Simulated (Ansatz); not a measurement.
ZnS (zinc blende), conventional cell a = 5.3891 Å, b = 5.3891 Å, c = 5.3891 Å, α = 90.00°, β = 90.00°, γ = 90.00°. The calculation uses the primitive cell of 2 atoms, to which meshes and values per cell refer.

Equation-of-state scan: isotropic scaling of the cell above, V₀ being its volume. Symmetry pins the atoms to their sites.

Computed with r2SCAN (plane waves to 500 eV, PAW, scalar-relativistic; Ansatz, a first-principles code). k mesh 11×11×11 (Γ-centred), Fermi-Dirac smearing 0.05 eV. E stands for the smeared free energy. ZnS was relaxed with its symmetry unable to fall. ΔE is measured from the relaxed starting cell.

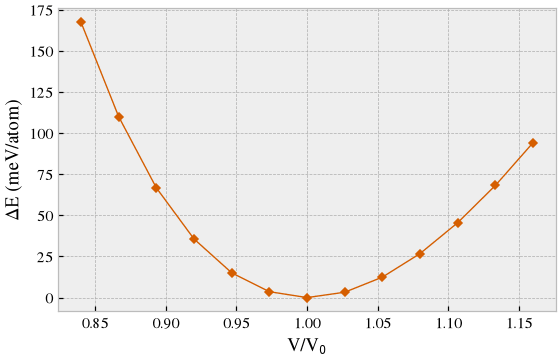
Figure. ΔE (meV/atom) against V/V₀; one marker a computed point.

### Question
What is ΔE at V/V₀ = 1.160?

### Answer
About 94 meV/atom.

### Question
What is ΔE at V/V₀ = 0.840?

### Answer
About 170 meV/atom.

### Question
What bulk modulus B₀ follows from a third-order Birch-Murnaghan fit?

### Answer
About 79 GPa.

(A scan under strain: stresses follow from slopes of the energy per volume, elastic moduli from its curvatures.)
